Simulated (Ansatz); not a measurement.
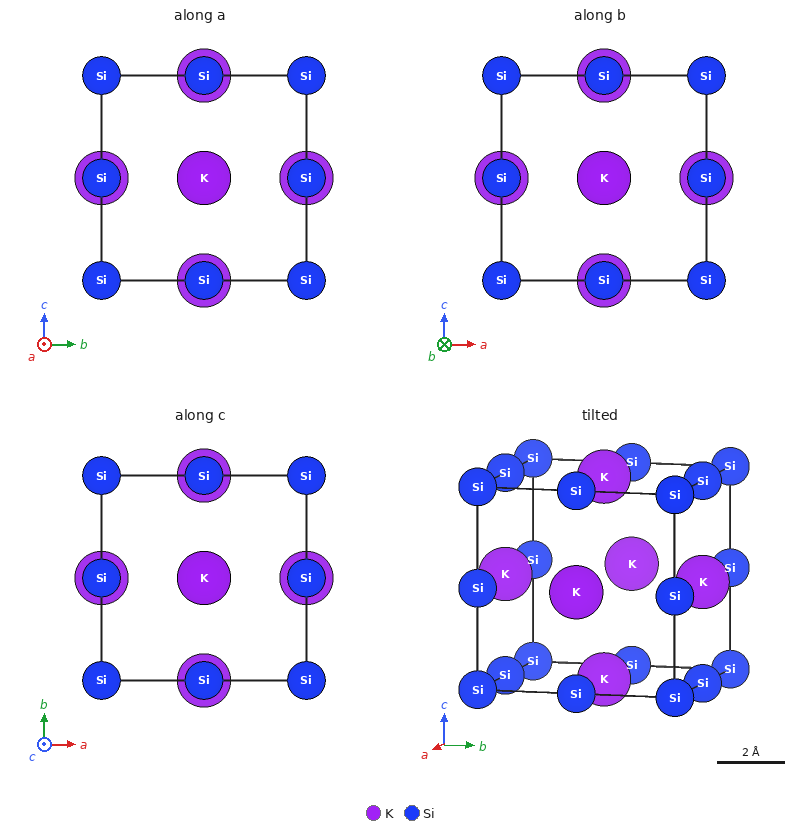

Structure drawing (spheres-only), viewed along the a axis, along the b axis, along the c axis and slightly off an axis. The box is the conventional unit cell; atoms on or close to its faces, edges and corners are drawn wherever they repeat.

Lattice parameters: a = 6.1502 Å, b = 6.1502 Å, c = 6.1502 Å, α = 90.000°, β = 90.000°, γ = 90.000°.

Q: Reconstruct the structure as a CIF with its space group and independent sites.

A:
```cif
data_structure
_symmetry_space_group_name_H-M 'P m -3 m'
_symmetry_Int_Tables_number 221
_cell_length_a 6.1502
_cell_length_b 6.1502
_cell_length_c 6.1502
_cell_angle_alpha 90.000
_cell_angle_beta 90.000
_cell_angle_gamma 90.000
_cell_volume 232.63
loop_
_atom_site_label
_atom_site_type_symbol
_atom_site_symmetry_multiplicity
_atom_site_Wyckoff_symbol
_atom_site_fract_x
_atom_site_fract_y
_atom_site_fract_z
_atom_site_occupancy
K1 K 3 c 0.0000 0.5000 0.5000 1
Si1 Si 3 d 0.5000 0.0000 0.0000 1
Si2 Si 1 a 0.0000 0.0000 0.0000 1
```

It goes back to a random cell made by a generator, so it need not be a real form of the compound. The final geometry of a relaxation with Ansatz, DFT PBE, scalar-relativistic, plane waves, PAW is shown.
